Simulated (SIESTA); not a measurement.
## Convergence study of the SCF threshold for Sb (R-3m, 2 atoms in the cell)

```yaml
crystal:
  lattice:
    - [3.97713, -2.16578, 0.00000]
    - [3.97713, 2.16578, 0.00000]
    - [2.79774, 0.00000, 3.56101]
  atoms:
    - { symbol: Sb, position: [0.23791, 0.23791, 0.23791] }
    - { symbol: Sb, position: [0.76650, 0.76650, 0.76650] }
```

Method: GGA PBEsol, numerical atomic orbitals DZP, PseudoDojo PBEsol standard norm-conserving potentials (rewritten from UPF to PSML) run with SIESTA.

Base settings: XC.functional = GGA; XC.authors = PBEsol; potentials = PseudoDojo PBEsol standard; PAO.BasisSize = DZP; PAO.EnergyShift = 0.01 Ry; MeshCutoff = 300 Ry; kgrid.MonkhorstPack = 9 9 9; OccupationFunction = FD; ElectronicTemperature = 100 meV; MaxSCFIterations = 150.

In this ladder: SCF.DM.Tolerance = default; SCF.DM.Converge = false; SCF.H.Converge = false; SCF.FreeE.Converge = true.

The mesh stays at the base's, so the ladder's end is converged at best in this setting alone.

Only quantities that move along the ladder and can be compared are tabulated.

The starting cell has typed, rounded lattice constants, without a prior relaxation at this level. Its lattice was rescaled by up to half a per cent. One atom was moved a little off its site on purpose. Values carry the incompleteness of an atom-centred basis.

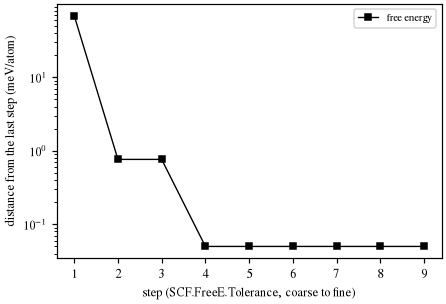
Figure: Distance from the last step along the ladder; very small values are drawn at a floor.

| SCF.FreeE.Tolerance | free energy less the last step's (meV/atom) | pressure (GPa) | largest difference of a force vector from the last step's (eV/Å) |
|---|---|---|---|
| 1.0E-01 eV | 69.11 | -2.67 | 0.013 |
| 1.0E-02 eV | 0.76 | -0.75 | 0.034 |
| 1.0E-03 eV | 0.76 | -0.75 | 0.034 |
| 1.0E-04 eV | 0.01 | -0.83 | 0.001 |
| 1.0E-05 eV | 0.01 | -0.83 | 0.001 |
| 1.0E-06 eV | 0.00 | -0.84 | 0.000 |
| 1.0E-07 eV | 0.00 | -0.84 | 0.000 |
| 1.0E-08 eV | 0.00 | -0.84 | 0.000 |
| 1.0E-10 eV | 0.00 | -0.84 | 0.000 |
| 1.0E-12 eV | 0.00 | -0.84 | 0.000 |

Coarsest SCF.FreeE.Tolerance that holds the free energy within 1 meV/atom of the last step, with all finer ones: 1.0E-02 eV; the step before is off by 69 meV/atom.

Coarsest SCF.FreeE.Tolerance that holds the pressure within 1 GPa of the last step, with all finer ones: 1.0E-02 eV; the step before is off by 1.8 GPa.

Coarsest SCF.FreeE.Tolerance that holds the forces within 0.01 eV/Å of the last step, with all finer ones: 1.0E-04 eV; the step before is off by 0.034 eV/Å.
